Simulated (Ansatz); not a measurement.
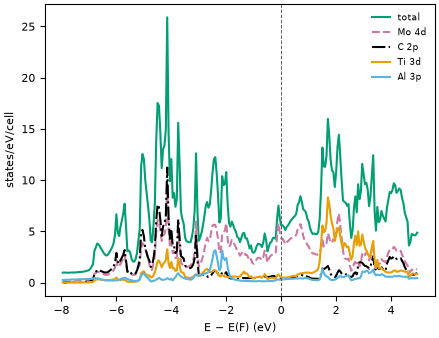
Figure. Total and projected density of states of TiAlMo$_{2}$C$_{2}$ in space group P6_3/mmc (No. 194; Mo on 4f, Ti on 2a, Al on 2b, C on 4f), PBE in the plane-wave PAW code Ansatz

Problem. Which orbitals carry the states next to the Fermi level?

Solution. Within 0.5 eV of the Fermi level: Mo 4d 72 %, Ti 3d 10 %, C 2p 9 %, Al 3p 5 %. Projections are on Löwdin-orthogonalised atomic valence shells; empty p or d shells of many metals are not among them.

Problem. Where is the tallest occupied peak in this window, and what makes it?

Solution. Near -4.1 eV, about 26 states/eV per cell; the largest projected share is C 2p.

The start of the workflow was typed in or built on a structure type; neither database checked (COD, Materials Project) lists it. Its standing as an ambient phase is unchecked. The cell was relaxed with PBE under the symmetry of its start; whether a distortion lowers the energy is not shown. The run is not spin-polarised. Spin–orbit coupling is left out wherever it is not named.

Potentials: the earlier of the program's two PAW sets.
